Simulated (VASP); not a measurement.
Band structure of Ca (relaxed from the hcp structure, space group P6_3/mmc). Method: r2SCAN meta-GGA, VASP's PBE PAW potentials (set 64) (plane waves; VASP).

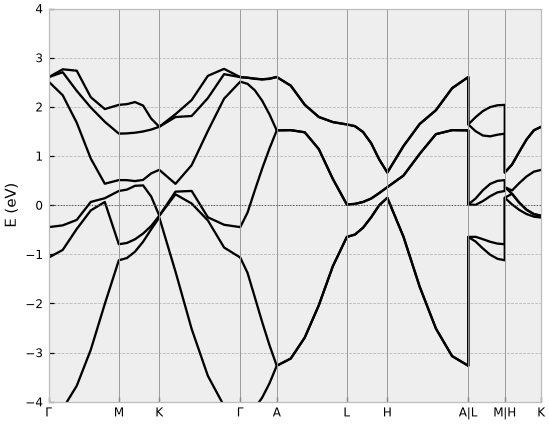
Figure: Bands along high-symmetry lines, zero at the valence-band maximum or, without a gap, the Fermi level

### Question
Read the plot: is there a gap, and where are the band edges?

### Answer
It has no gap at this level: it comes out as a metal or semimetal.

The structure was generated: Ca was put into the hcp type (P6_3/mmc), which need not be its known phase. It was relaxed first.
